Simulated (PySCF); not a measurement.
Molecule: C₄H₉ClGe, SMILES C=[CH][Ge@H]([CH3])[CH2]Cl, singlet.

```xyz
15

C      2.3012    -0.2897    -0.7156
C      1.4896     0.4857     0.0088
Ge    -0.3507     0.0291     0.4130
C     -0.8313    -1.6828    -0.3938
C     -1.4915     1.4598    -0.3212
Cl    -1.0497     3.0281     0.4235
H      1.9755    -1.2543    -1.1219
H      3.3351    -0.0007    -0.9375
H      1.8688     1.4412     0.3914
H     -0.5794     0.0092     1.9383
H     -1.8748    -1.9393    -0.1610
H     -0.1845    -2.4840    -0.0070
H     -0.7167    -1.6411    -1.4872
H     -1.3495     1.5549    -1.4069
H     -2.5571     1.2806    -0.1214
```

Vertical TDDFT excitations, CAM-B3LYP/def2-SVPD, PySCF, at a PBE0-D3(BJ)/def2-SVP geometry (no frequency check), gas phase.

### What does its absorption spectrum look like?

The lowest singlet lies at 6.59 eV (188 nm, f = 0.020) (S2 lies within 0.06 eV, too close to order); the brightest of the first 6 is S3 at 7.05 eV (176 nm), f = 0.215, mainly HOMO → LUMO (63 %). No singlet lies below 3.1 eV (beyond 400 nm), so at this level no vertical transition falls in the visible.


| state | E (eV) | λ (nm) | f | main character |
| --- | --- | --- | --- | --- |
| S1 | 6.59 | 188 | 0.020 | HOMO−3 → LUMO (31 %) |
| S2 | 6.64 | 187 | 0.026 | HOMO → LUMO+1 (29 %) |
| S3 | 7.05 | 176 | 0.215 | HOMO → LUMO (63 %) |
| S4 | 7.22 | 172 | 0.007 | HOMO−2 → LUMO+2 (26 %) |
| S5 | 7.43 | 167 | 0.208 | HOMO−1 → LUMO (65 %) |
| S6 | 7.48 | 166 | 0.013 | HOMO → LUMO+1 (30 %) |

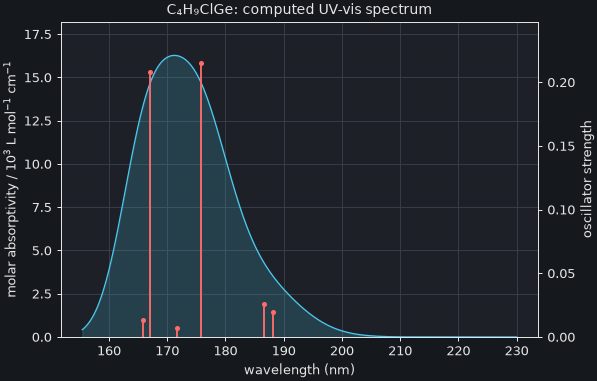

The lowest 6 singlet states are shown; each is broadened by a Gaussian of 1/e half-width 0.30 eV. Sticks give oscillator strengths (right axis).

Note: one conformer of a flexible molecule; core orbitals are frozen in the response.
